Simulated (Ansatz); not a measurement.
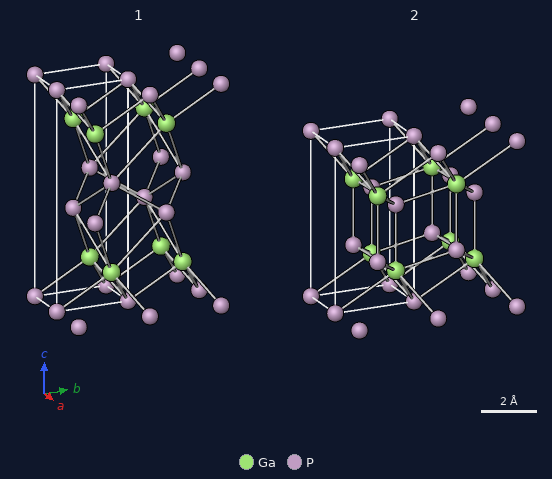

Two geometries of a crystal of Ga2P3 (built on the A-type sesquioxide_164 type) (coarse preliminary run), drawn at one scale. One is the start of a relaxation, the other its converged end. The picture is a ball-and-stick view of the cell of the calculation, repeated 2 × 2 × 1 with one cell outlined, seen slightly off an axis.

Level of theory: Ansatz 0.2.0, DFT PBE, scalar-relativistic, plane waves, PAW. Set-up: plane-wave cutoff 420 eV; k-point mesh 6 × 6 × 4; occupations gaussian; smearing width 0.1 eV; no spin polarisation; cell and atoms relaxed; force threshold 0.04 eV/Å; at most 70 steps.

Which geometry has the lower energy?

Structure 1 is the relaxed one. Case: A-type sesquioxide type (P-3m1, No. 164). The largest moves relative to the cell, 0.64 Å, are those of Ga atoms. By element the largest moves are Ga 0.64 Å, P 0.62 Å. The volume changes by +9.3 %, with a = b 3.980 → 3.595 Å (−9.7 %), c 6.192 → 8.296 Å (+34.0 %). Near-neighbour distances that change, for instance: Ga–P 2.477 → 3.340 Å, Ga–P 2.396 → 2.999 Å, P–P 2.916 → 2.385 Å, Ga–P 2.753 → 2.501 Å. New bonds form: P–P (2.92 → 2.38 Å). Bonds break: Ga–P (2.48 → 3.34 Å). The space group stays P-3m1 (No. 164). Over 12 accepted moves (16 points after the start) the energy falls by 339 meV per atom. Largest force component: 1.1 eV/Å at the start, 0.0098 eV/Å at the end. Pressure: 8.30 GPa at the start and 0.00 GPa at the end. The line search rejected the trial steps at points 10, 14 of the run. At 2 points the geometry stayed and the basis and grid were re-selected for the new cell (energy shift of 23.3 meV per atom at most each time).
